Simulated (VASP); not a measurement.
Band structure of Ru (hcp). Calculation: LDA (Ceperley-Alder, Perdew-Zunger), VASP's LDA PAW potentials (set 64) (plane waves; VASP).

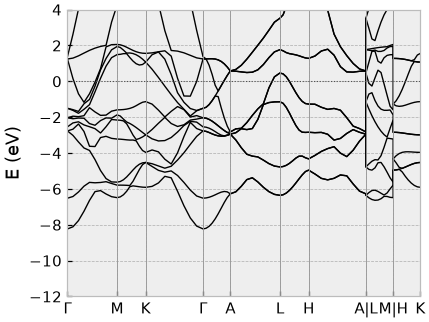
Fig. 1. Bands along high-symmetry lines, zero at the valence-band maximum or, without a gap, the Fermi level

**Question.** Read the plot: is there a gap, and where are the band edges?

**Answer.** It has no gap at this level: it comes out as a metal or semimetal. (Edges off the drawn lines would not show.)

The compound is Ru in the hcp structure. It was relaxed first.
